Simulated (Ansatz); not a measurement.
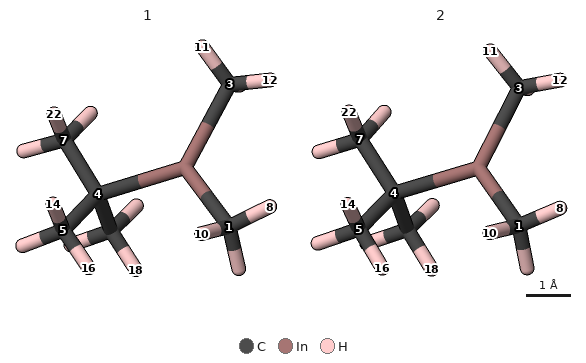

Two geometries of C$_{6}$H$_{15}$In, drawn at one scale. One is the start of a relaxation, the other its converged end. Style: stick. Shown at a tilt.

Computed with RKS PBE0-D4/def2-TZVP in Ansatz. (force threshold 0.005 eV/Å; at most 150 steps)

**Which of the two is the end point?**

Structure 2 is the relaxed one. The start comes from GFN2-xTB. The largest move after the best rigid fit is that of an H atom, 0.15 Å. By element the largest moves are H 0.15 Å, C 0.11 Å, In 0.02 Å. Near-neighbour distances that change, for instance: C–In 2.305 → 2.204 Å, C–In 2.261 → 2.166 Å, C–H 1.094 → 1.101 Å. Bond angles that change, for instance: In–C–H 109.0° → 111.8°, C–In–C 119.3° → 121.9°. The energy falls by 15.7 kJ/mol in 6 accepted moves (7 points after the start). The largest force component goes from 0.82 to 0.0046 eV/Å. The line search rejected the trial step at point 2 of the run.
